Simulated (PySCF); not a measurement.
**One shape, several levels: C2HCl2F3 (2,2-Dichloro-1,1,1-trifluoroethane)**

Aim: a comparison of 6 runs (B3LYP/6-31G*, B2PLYP/def2-SVP, B3LYP/def2-SVP, CAM-B3LYP/def2-SVP, M06-2X/def2-SVP, SCS-MP2/def2-SVP) of C2HCl2F3 (2,2-Dichloro-1,1,1-trifluoroethane). The job is set up through a Python script.

The calculation is run with PySCF 2.14.0.

6 further runs of the same task are left out: 3 that didn't finish, 3 set aside as unsound or not needed.

**1. Starting point**

The species is C2HCl2F3 (8 atoms), meant as a singlet with charge 0. SMILES: `FC(F)(F)C(Cl)Cl`. The C5–Cl6 distance was set to 3.898 Å, away from the relaxed value. At this shape a bond of the SMILES string is far longer than usual.

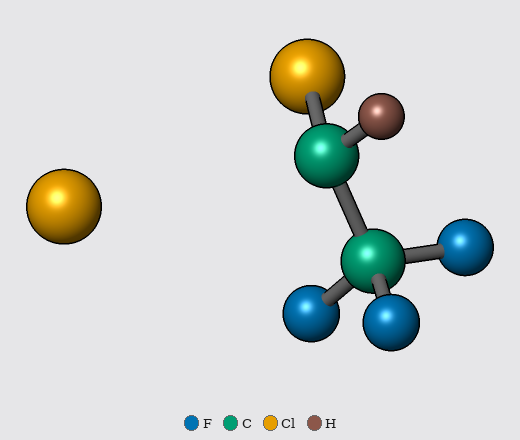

The structure, seen from a chosen angle (fluorine blue, carbon teal, chlorine amber, hydrogen brown).

**2. A single-point energy at B3LYP/6-31G(d) (spherical functions) (run 1)**

Contents of input.xyz:

```xyz
8

F      1.870874    -1.660426     0.889777
C      2.268864    -1.055946    -0.233673
F      3.578474    -1.292536    -0.354413
F      1.658434    -1.656066    -1.248693
C      1.989144     0.450234    -0.172493
Cl    -1.840150     1.006060     0.301120
Cl     2.572874     1.202864    -1.668073
H      2.522334     0.883574     0.678107
```

Contents of input.py:

```python
from pyscf import gto, dft

mol = gto.Mole()
mol.atom = 'input.xyz'
mol.spin = 0
mol.max_memory = 1860
mol.verbose = 3
mol.basis = '6-31g*'
mol.build()

calc0 = dft.RKS(mol, xc='b3lyp')
calc0.conv_tol = 1e-10
calc0.grids.level = 5
calc0.kernel()
if not calc0.converged:
    calc0 = calc0.newton().run(calc0.mo_coeff, calc0.mo_occ)

e_tot = calc0.e_tot
print(f'total energy: {e_tot:.8f} hartree')
```

Launch:

```bash
$ OMP_NUM_THREADS=1 python input.py
```

What it wrote:

```text
SCF not converged.
SCF energy = -1296.55343007084
converged SCF energy = -1296.55343007434
total energy: -1296.55343007 hartree
```

Wall time 90 s (1 thread of Intel Xeon at 2.70GHz, shared host); peak memory 0.69 GiB.

**3. The energy at B2PLYP/def2-SVP (run 2)**

Contents of job.py:

```python
from pyscf import gto, dft, mp

system = gto.M(
    atom='''
F      3.535439    -3.137750     1.681435
C      4.287532    -1.995449    -0.441578
F      6.762336    -2.442539    -0.669744
F      3.133986    -3.129511    -2.359688
C      3.758937     0.850819    -0.325965
Cl    -3.477380     1.901178     0.569034
Cl     4.862027     2.273084    -3.152201
H      4.766520     1.669713     1.281437
''',
    verbose=4,
    unit='bohr',
    max_memory=1860,
    basis='def2-svp',
)

mf = dft.RKS(system)
mf.xc = '0.53*HF + 0.47*B88, 0.73*LYP'
mf.conv_tol = 1e-10
mf.grids.level = 5
mf.kernel()
if not mf.converged:
    mf = mf.newton().run(mf.mo_coeff, mf.mo_occ)

pt = mp.MP2(mf, frozen=15).run()
e_tot = mf.e_tot + 0.27 * pt.e_corr
print('PT2 part  %.8f' % (0.27 * pt.e_corr))
print(f'total energy: {e_tot:.8f} hartree')
```

Launch:

```bash
$ OMP_NUM_THREADS=1 python job.py
```

What it wrote:

```text
PySCF version 2.14.0

[... 94 lines left out ...]
converged SCF energy = -1295.01982573311
[... 1 line left out ...]
******** <class 'pyscf.mp.mp2.RMP2'> ********
nocc = 22, nmo = 96
frozen orbitals 15
E(RMP2) = -1296.48004791775  E_corr = -1.46022218463907
E(SCS-RMP2) = -1296.45470791668  E_corr = -1.43488218357575
E_corr(same-spin) = -0.366212813066697
E_corr(oppo-spin) = -1.09400937157237
PT2 part  -0.39425999
total energy: -1295.41408572 hartree
```

Run time: 43 s. Hardware: 1 thread of Intel Xeon at 2.70GHz, shared host; peak memory 0.61 GiB.

**4. A single-point energy at B3LYP/def2-SVP (run 3)**

input.xyz is that of step 2.

Contents of job.py:

```python
from pyscf import gto, dft

mol = gto.M(
    atom='input.xyz',
    basis='def2-svp',
    max_memory=1860,
    verbose=3,
)

myscf = dft.RKS(mol, xc='b3lyp')
myscf.conv_tol = 1e-10
myscf.grids.level = 5
myscf.kernel()
if not myscf.converged:
    myscf = myscf.newton().run(myscf.mo_coeff, myscf.mo_occ)

e_tot = myscf.e_tot
print('Final energy', e_tot)
```

Launch:

```bash
$ OMP_NUM_THREADS=1 python job.py
```

What it wrote:

```text
converged SCF energy = -1296.02388264952
Final energy -1296.023882649516
```

It took 1.7 min on 1 thread of Intel Xeon at 2.70GHz, shared host; peak memory 0.61 GiB.

Runs 4 to 5 aren't shown in full; the table further down has their settings and results.

**5. A single-point energy at SCS-MP2/def2-SVP (run 6)**

Contents of job.py:

```python
from pyscf import gto, scf, mp

mol = gto.Mole()
mol.atom = '''
F      1.870874    -1.660426     0.889777
C      2.268864    -1.055946    -0.233673
F      3.578474    -1.292536    -0.354413
F      1.658434    -1.656066    -1.248693
C      1.989144     0.450234    -0.172493
Cl    -1.840150     1.006060     0.301120
Cl     2.572874     1.202864    -1.668073
H      2.522334     0.883574     0.678107
'''
mol.basis = 'def2-svp'
mol.max_memory = 1860
mol.spin = 0
mol.verbose = 4
mol.charge = 0
mol.build()

mf = scf.RHF(mol)
mf.conv_tol = 1e-10
mf.kernel()
if not mf.converged:
    mf = mf.newton().run(mf.mo_coeff, mf.mo_occ)

pt = mp.MP2(mf, frozen=15).run()
e_final = mf.e_tot + 1.2 * pt.e_corr_os + pt.e_corr_ss / 3
print('E = %.10f Eh' % e_final)
```

Launch:

```bash
$ OMP_NUM_THREADS=1 python job.py
```

What it wrote:

```text
PySCF version 2.14.0

[... 43 lines left out ...]
WARN: HOMO -0.185911120960018 == LUMO -0.185885502150259
[... 38 lines left out ...]
converged SCF energy = -1292.80336872168
[... 1 line left out ...]
******** <class 'pyscf.mp.mp2.RMP2'> ********
nocc = 22, nmo = 96
frozen orbitals 15
E(RMP2) = -1293.95767359354  E_corr = -1.15430487185872
E(SCS-RMP2) = -1293.92890617193  E_corr = -1.12553745024902
E_corr(same-spin) = -0.299571226132438
E_corr(oppo-spin) = -0.85473364572628
E = -1293.9289061719 Eh
```

It took 4.8 s on 1 thread of Intel Xeon at 2.70GHz, shared host; peak memory 0.36 GiB.

**6. The series**

```
run                               level  frozen core orbitals  integration grid   energy (Eh)  dipole moment (D) of the reference  HOMO energy (eV)  LUMO energy (eV)  wall time
  1  B3LYP/6-31G* (spherical functions)                     –                 5  -1296.553430                                5.62             -7.63             -6.58       90 s
  2                     B2PLYP/def2-SVP                    15                 5  -1295.414086                                5.02             -8.24             -5.59       43 s
  3                      B3LYP/def2-SVP                     –                 5  -1296.023883                                4.62             -7.47             -6.41    1.7 min
  4                  CAM-B3LYP/def2-SVP                     –                 5  -1295.890901                                4.93             -8.63             -5.60       69 s
  5                     M06-2X/def2-SVP                     –                 5  -1295.813936                                4.87             -8.52             -5.90       88 s
  6                    SCS-MP2/def2-SVP                    15                 –  -1293.928906                                6.47             -8.95             -4.18      4.8 s
```

**7. Outcome**

```
                                           quantity           value
                                run 6: total energy  -1293.92891 Eh
        run 6: dipole moment (Hartree–Fock density)          6.47 D
         run 6: HOMO energy (Hartree–Fock orbitals)        -8.95 eV
         run 6: LUMO energy (Hartree–Fock orbitals)        -4.18 eV
       run 6: HOMO–LUMO gap (Hartree–Fock orbitals)         4.77 eV
run 6: correlation energy (15 core orbitals frozen)     -1125.5 mEh
```

What this shows: Over runs 1, 2, 3, 4, 5 the dipole moment (its size) runs from 4.62 D (B3LYP/def2-SVP) to 5.62 D (B3LYP/6-31G*). Over runs 1, 2, 3, 4, 5 the HOMO–LUMO gap runs from 1.05 eV (B3LYP/6-31G*) to 3.04 eV (CAM-B3LYP/def2-SVP). The two ends differ in method and basis. Totals of different functionals can't be ranked against each other. In runs 1, 2, 3, 4, 5, 6 a closed-shell determinant meets a far-stretched bond, which it describes badly. All runs together took 6.6 min, the longest 1.7 min.
